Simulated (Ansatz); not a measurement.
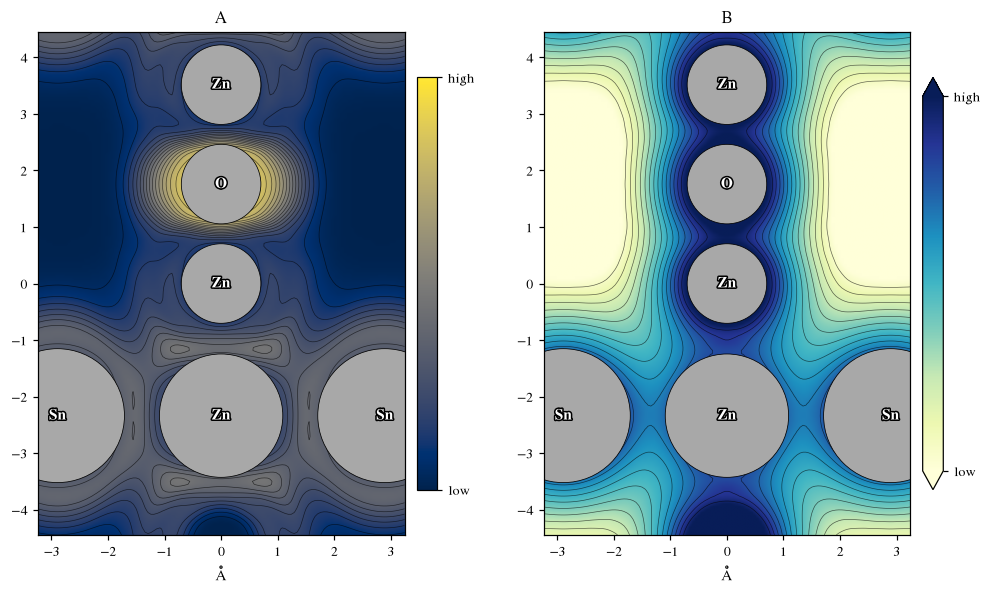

Zn$_{3}$SnO: 2 fields on the (100) plane of the conventional cell, with unlabelled colour scales. Grey discs cover the atomic cores.

Space group Cmmm; a structure generated by program, which may or may not match a known phase.

Theory: Ansatz, DFT PBE, scalar-relativistic, plane waves, PAW.

Input file:

```
crystal:
  lattice:
    - [2.7471506548, -2.8817585369, 0.0]
    - [2.7471506548, 2.8817585369, 0.0]
    - [0.0, 0.0, 8.1952585019]
  atoms:
    - { symbol: Zn, position: [0.0, 0.0, 0.7854188531] }
    - { symbol: Zn, position: [0.0, 0.0, 0.2145811469] }
    - { symbol: Zn, position: [0.0, 0.0, 0.5] }
    - { symbol: Sn, position: [0.5, 0.5, 0.5] }
    - { symbol: O, position: [0.0, 0.0, 0.0] }
basis:
  ecutwfc: 420
kpoints:
  mp_grid: { grid: [10, 10, 6] }
hamiltonian:
  xc: pbe
scf:
  occupations: { method: gaussian, width: 0.1 }
output:
  forces: true
  stress: true
  eigenvalues: true
  write_density: true
  write_potential: true
  elf: true
  volumetric_format: npy
relax:
  adjacent_minimum: "off"
  f_tol: 0.01
  max_steps: 80
  cell: { stress_tol: 0.05 }
```

Command:

```sh
ansatz run input.yaml --threads 1 --pin off --max-ram 2560MiB --backend cpu --events-out ev --progress --plain --runs-dir out
```

Below, planes, directions and counts refer to the conventional cell (a = 5.50 Å, b = 5.79 Å, c = 8.19 Å, α = 90.00°, β = 90.00°, γ = 90.00°).

The fields are those of the relaxed geometry.

> The panels show electron localisation function and valence pseudo-density in some order. Assign them.

Panel A: electron localisation function. Panel B: valence pseudo-density. From the grid: Zn–O (1.76 Å): ρ at the midpoint is about 0.96 e/Å³; the ELF peaks at about 0.80 in the valence shell of O, 0.5 Å from its nucleus, and is about 0.35 at the midpoint. Zn–Sn (2.89 Å): the density is about 0.22 e/Å³ at the midpoint; the ELF is about 0.40 at the midpoint; no localised pair shows between them.
